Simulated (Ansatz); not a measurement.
## Electronic structure of GeH3N (SMILES [NH2+]=[GeH-]) in real space

Input

```
basis:
  gaussian:
    orbitals: def2-TZVPD
crystal:
  periodic: [false, false, false]
  atoms:
    - {symbol: Ge, position_ang: [-0.124075, -0.051990, 1.456269]}
    - {symbol: "N", position_ang: [-0.636629, -0.419016, -0.265064]}
    - {symbol: H, position_ang: [-0.019834, -0.674359, -1.027854]}
    - {symbol: H, position_ang: [1.420088, -0.304296, 1.119748]}
    - {symbol: H, position_ang: [-1.607800, -0.383218, -0.553149]}
output: {forces: true, orbitals: {seedname: orbitals}}
hamiltonian:
  xc: pbe0
```

Run with:

```sh
ansatz run input.yaml --threads 1 --pin off --max-ram 2610MiB --events-out events.jsonl --progress --plain --runs-dir runs
```

Geometry: PBE0-D3(BJ)/pcseg-1.

Computed with isolated molecule in a Gaussian basis; Kohn-Sham density functional theory, functional PBE0 (Ansatz 0.2.0).

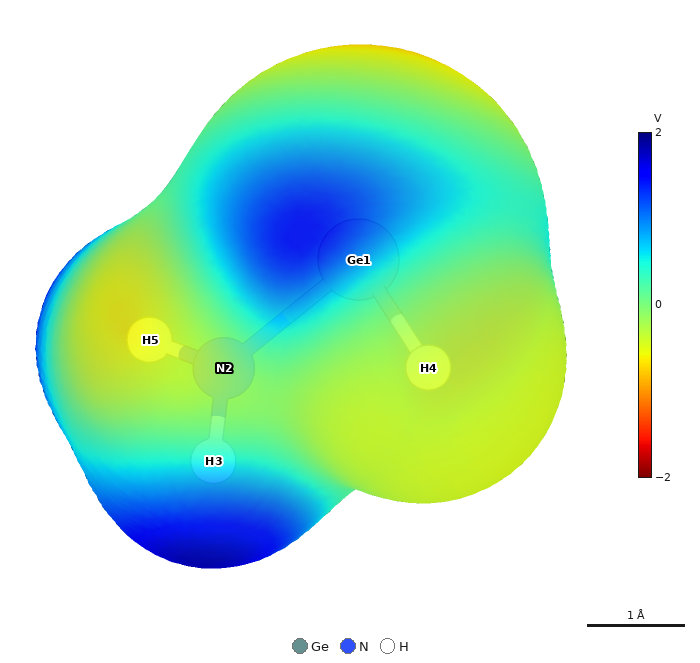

Figure 1. The molecular electrostatic potential painted on the density surface at 0.002 e/bohr³, seen at a tilt; the colour scale runs from red (negative) to blue (positive).

Q: Describe the electrostatic potential map.

A: The most negative region (about −0.8 V) lies over Ge1, the most positive (about +1.8 V) over H3 and H5.

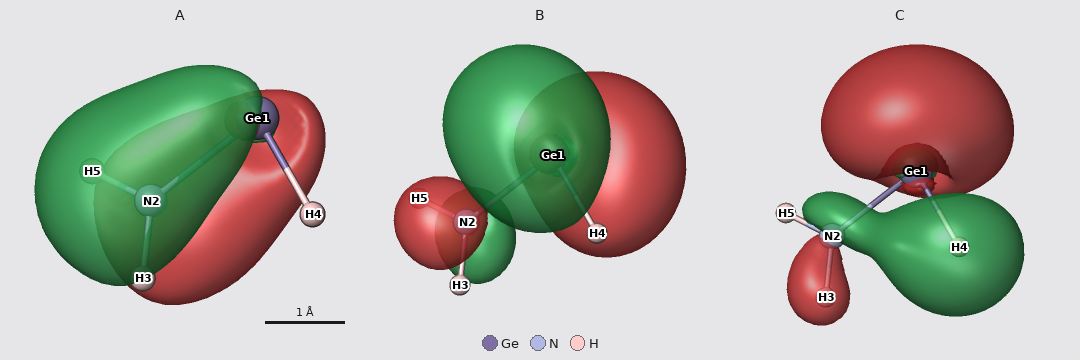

Figure 2. Three frontier orbitals at ±0.1 Å⁻³ᐟ² (green and red are the two phases), in no order.

Q: Order the three orbitals by energy and name them.

A: A is the HOMO−1 (−8.06 eV). By Hirshfeld shares it lies mainly on N2 (about 70 %) and Ge1 (about 20 %); it changes sign across the molecular plane (π type). C is the HOMO (−6.63 eV). It lies mainly on Ge1 (about 70 %) and H4 (about 20 %); it is symmetric in the molecular plane (an in-plane orbital: σ, lone-pair or in-plane π type). B is the LUMO (−1.73 eV). It lies mainly on Ge1 (about 80 %) and N2 (about 10 %); it changes sign across the molecular plane (π type).

Q: What is the HOMO–LUMO gap?

A: 4.90 eV between the orbital energies.

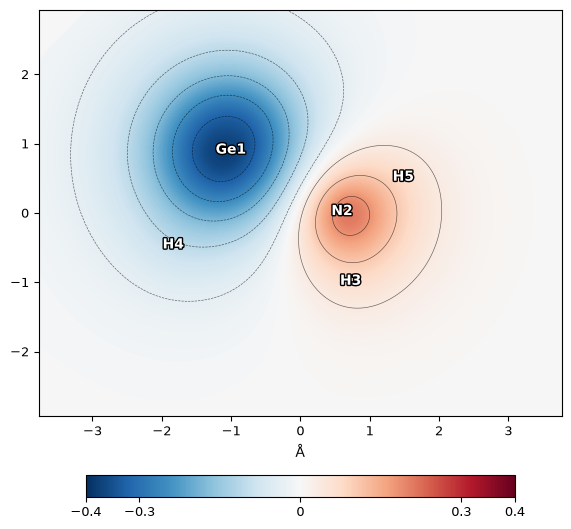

Figure 3. The LUMO on a plane 0.8 Å above the molecular plane (values in Å⁻³ᐟ²; the overall sign is arbitrary).

Q: Where does this orbital lie, and at what energy?

A: It lies mainly on Ge1 (about 80 %) and N2 (about 10 %); it changes sign across the molecular plane (π type). Its energy is −1.73 eV.
